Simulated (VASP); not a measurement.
Band structure of Au3Cu (ordered alloy cell). These are PBEsol GGA, VASP's PBE PAW potentials (set 64) (plane waves; VASP) values and carry that method's errors.

Unless said otherwise, spin-orbit coupling is left out, though it shifts the bands of the heavy elements here.

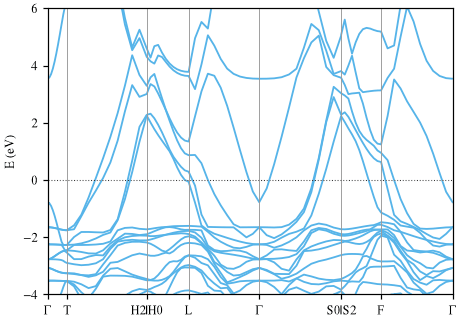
*Bands along high-symmetry lines, zero at the valence-band maximum or, without a gap, the Fermi level*

**Question.** Read the plot: is there a gap, and where are the band edges?

**Answer.** It has no gap at this level: it comes out as a metal or semimetal. (Edges off the drawn lines would not show.)

The structure was generated: Au3Cu was put into an ordered model structure (R-3m), which need not be its known phase. It was relaxed first.
